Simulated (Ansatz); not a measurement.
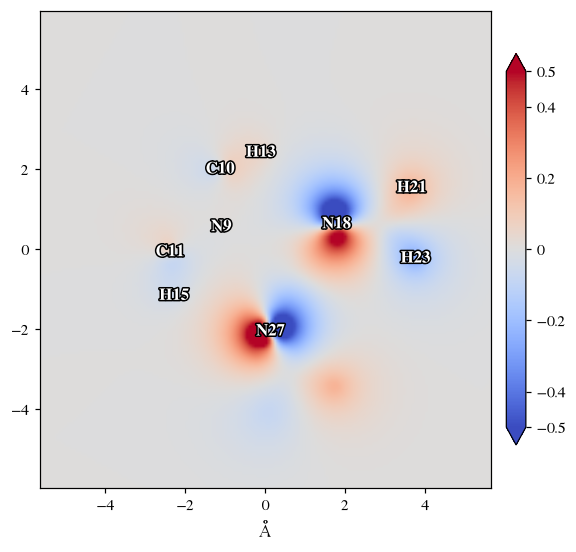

Figure 1: C8H23GeN3 (GeEt(NMe2)3). The HOMO on the plane of atoms C10, N9 and C11 (values in Å⁻³ᐟ²; the overall sign is arbitrary).

Geometry: r2SCAN-D4/def2-SVP.

Method: RKS PBE0-D4/def2-TZVP (Ansatz 0.2.0).

The calculation's input:

```
crystal:
  periodic: [false, false, false]
  atoms:
    - {symbol: Ge, position_ang: [-0.053180, 0.108212, 0.248179]}
    - {symbol: C, position_ang: [0.072293, -0.013370, 2.198145]}
    - {symbol: C, position_ang: [1.086191, -1.074700, 2.628718]}
    - {symbol: H, position_ang: [-0.920807, -0.208554, 2.637762]}
    - {symbol: H, position_ang: [0.376494, 0.985501, 2.556104]}
    - {symbol: H, position_ang: [1.179502, -1.131784, 3.725650]}
    - {symbol: H, position_ang: [0.804903, -2.076953, 2.266165]}
    - {symbol: H, position_ang: [2.086136, -0.855696, 2.221062]}
    - {symbol: N, position_ang: [1.554050, 0.228313, -0.632185]}
    - {symbol: C, position_ang: [2.302664, 1.463267, -0.619386]}
    - {symbol: C, position_ang: [2.356286, -0.938959, -0.912716]}
    - {symbol: H, position_ang: [3.130415, 1.457009, 0.125544]}
    - {symbol: H, position_ang: [1.638364, 2.308740, -0.382339]}
    - {symbol: H, position_ang: [2.765594, 1.662401, -1.608179]}
    - {symbol: H, position_ang: [1.742530, -1.849826, -0.839005]}
    - {symbol: H, position_ang: [2.784879, -0.895626, -1.935775]}
    - {symbol: H, position_ang: [3.214016, -1.048440, -0.211682]}
    - {symbol: N, position_ang: [-0.898420, 1.685309, -0.205687]}
    - {symbol: C, position_ang: [-1.960072, 2.211309, 0.618895]}
    - {symbol: C, position_ang: [-1.022033, 2.046793, -1.600099]}
    - {symbol: H, position_ang: [-1.981648, 3.318781, 0.572176]}
    - {symbol: H, position_ang: [-1.812899, 1.934483, 1.674558]}
    - {symbol: H, position_ang: [-2.972462, 1.858964, 0.316814]}
    - {symbol: H, position_ang: [-0.185455, 1.622528, -2.177573]}
    - {symbol: H, position_ang: [-1.970934, 1.694565, -2.062976]}
    - {symbol: H, position_ang: [-0.992022, 3.148016, -1.725036]}
    - {symbol: N, position_ang: [-0.771529, -1.462608, -0.405767]}
    - {symbol: C, position_ang: [-1.729574, -2.226411, 0.356417]}
    - {symbol: C, position_ang: [-0.931146, -1.611786, -1.835542]}
    - {symbol: H, position_ang: [-2.787131, -1.946429, 0.147908]}
    - {symbol: H, position_ang: [-1.561176, -2.106392, 1.437767]}
    - {symbol: H, position_ang: [-1.636816, -3.307973, 0.130363]}
    - {symbol: H, position_ang: [-0.178227, -1.010415, -2.369180]}
    - {symbol: H, position_ang: [-0.792715, -2.668751, -2.141232]}
    - {symbol: H, position_ang: [-1.936049, -1.299498, -2.197859]}
basis:
  gaussian: {orbitals: def2-TZVP, initial_orbitals: start.molden}
hamiltonian: {xc: pbe0, dispersion: d4}
scf: {omitted_lower_state_checks: [starts]}
output: {orbitals: {seedname: orbitals}}
```

Run with:

```sh
ansatz run in.yaml --threads 4 --pin off --events-out ev --progress --plain --max-ram 6963MiB
```

### What is the character of this orbital?

By Hirshfeld shares it lies mainly on N27 (about 30 %) and N18 (about 30 %). Its energy is −5.66 eV.
